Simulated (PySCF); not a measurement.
## A study: C3H3N, SMILES `C=CC#N`

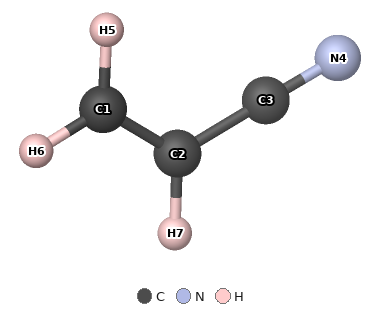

The molecule, with its atoms numbered as below. No frequency check shows the geometry to be a minimum.

Cartesian coordinates (Å):

```
C1       1.5865   -0.3562    0.0000
C2       0.5770    0.5065    0.0000
C3      -0.7727    0.0948    0.0000
N4      -1.8723   -0.2291    0.0000
H5       1.4194   -1.4209    0.0000
H6       2.6108   -0.0240    0.0000
H7       0.7306    1.5782    0.0000
```

Part 1: Bonding charge

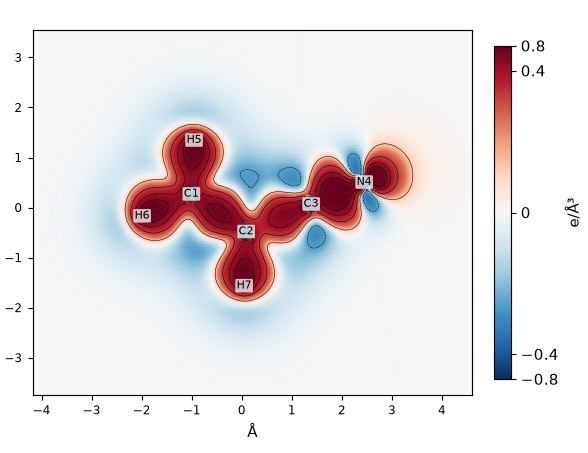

Deformation density (molecule less spherical, spin-averaged free atoms) in the molecular plane; colour scale in e/Å³, logarithmic beyond ±0.1; red: gain, blue: loss.

Computed with PySCF, PBE0/def2-SVPD, geometry: GFN2-xTB.

How much density has each bond in this plane gained at its critical point, relative to the free atoms?

Answer. C3–N4: +0.91 e/Å³ at the bond critical point (bond length 1.15 Å). C1–H5: +0.75 e/Å³ at the bond critical point (bond length 1.08 Å). C1–H6: +0.74 e/Å³ at the bond critical point (bond length 1.08 Å). C2–H7: +0.73 e/Å³ at the bond critical point (bond length 1.08 Å). C1–C2: +0.70 e/Å³ at the bond critical point (bond length 1.33 Å). C2–C3: +0.52 e/Å³ at the bond critical point (bond length 1.41 Å). In all, 1.7 electrons gather in the regions of gain relative to the promolecule.

Part 2: Bond critical points

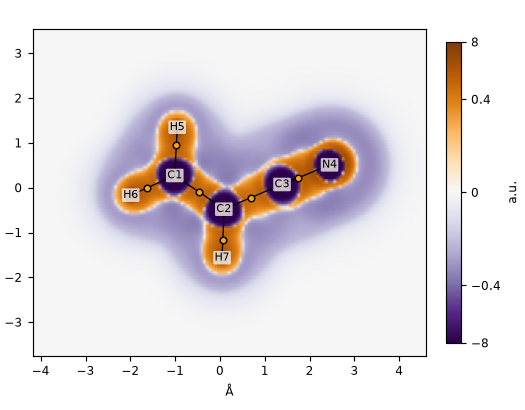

Negative Laplacian of the density (−∇²ρ) in the molecular plane (orange positive, purple negative, colour scale in a.u., logarithmic beyond ±0.04), with bond paths and bond critical points (dots).

At which bond critical points in this plane is charge locally concentrated, and at which depleted?

Answer. Concentrated (∇²ρ < 0): C1–C2 (−0.91 a.u.); C2–C3 (−0.76 a.u.); C1–H6 (−1.13 a.u.); C1–H5 (−1.13 a.u.); C2–H7 (−1.09 a.u.). Depleted (∇²ρ > 0): C3–N4 (+0.27 a.u., H = −0.903). A positive Laplacian with clearly negative H marks a strongly polar covalent bond, whose critical point lies close to the core of the less electronegative atom.

Where along C3–N4 does the critical point lie?

Answer. 0.40 Å from C3 and 0.75 Å from N4.

Part 3: Local ionisation energy

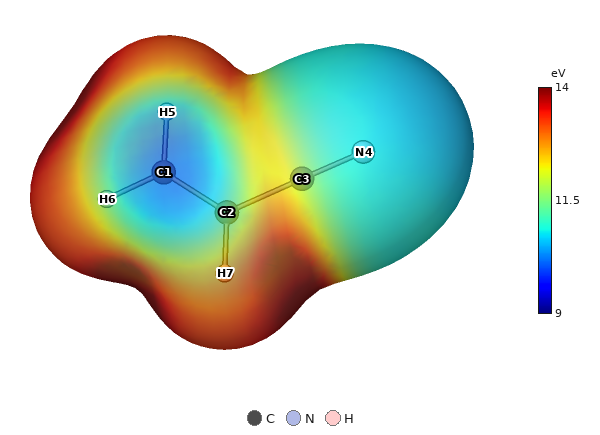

Average local ionisation energy on the surface of electron density 0.001 a.u.

Where are the most loosely bound electrons on this surface?

Answer. The lowest value is 10.0 eV, off the C1–C2 bond (2.1 to 2.2 Å from its atoms), and at like points elsewhere. Further minima include 10.6 eV, 1.9 Å from N4, and at like points elsewhere. For comparison, the highest occupied orbital lies at −8.5 eV.

Part 4: In an electric field

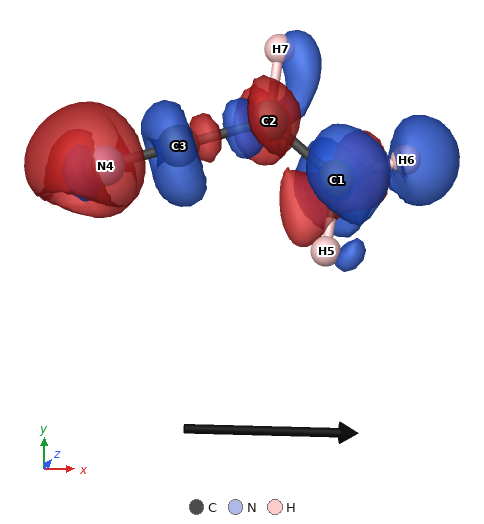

Change of the electron density in a uniform field of 0.51 V/Å along +x (arrow), surfaces at ±0.006 e/Å³ (red: gain, blue: loss).

Level of theory: BP86/def2-SVPD (PySCF), at a geometry from GFN2-xTB.

How large is the response?

Answer. The induced dipole is 1.58 D (along the field); α along this axis, from the fields in both directions, is 62 bohr³ (9.3 Å³).

Which atoms gain and lose the most charge?

Answer. Electrons gather most on N4 (Hirshfeld charge changes by −0.062 e) and leave C1 most (+0.032 e); 0.121 electrons are displaced in all.

Part 5: The π system

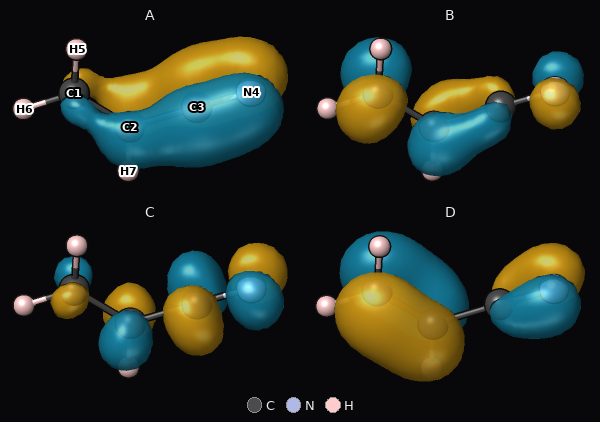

Natural orbitals of the π active space, CASSCF(4,4), singlet state, in random order. The active space holds only one of the two perpendicular π systems.

PySCF calculation, 6-31G* basis, gas phase; geometry: GFN2-xTB.

Which orbitals are strongly, which singly and which weakly occupied?

Answer. Strongly: A (1.95), D (1.90). Weakly: B (0.10), C (0.05). Broadly, orbitals with more nodes between bonded atoms hold fewer electrons.

How multiconfigurational is the state?

Answer. The leading determinant weighs 0.93; the effective number of unpaired electrons, Σ n²(2−n)², is 0.09; the most occupied of the weakly occupied orbitals holds 0.10 e, as in an ordinary closed-shell π system. The active space lowers the energy by 1.51 eV against Hartree–Fock.

Where does the lowest triplet lie relative to the singlet, at this geometry and within this active space?

Answer. 4.19 eV above it by strongly contracted NEVPT2 (+3.96 eV by CASSCF); a small basis tends to put such gaps a few tenths of an eV too high. This is a vertical energy for π states alone; a state that uses lone pairs or σ orbitals may lie lower.
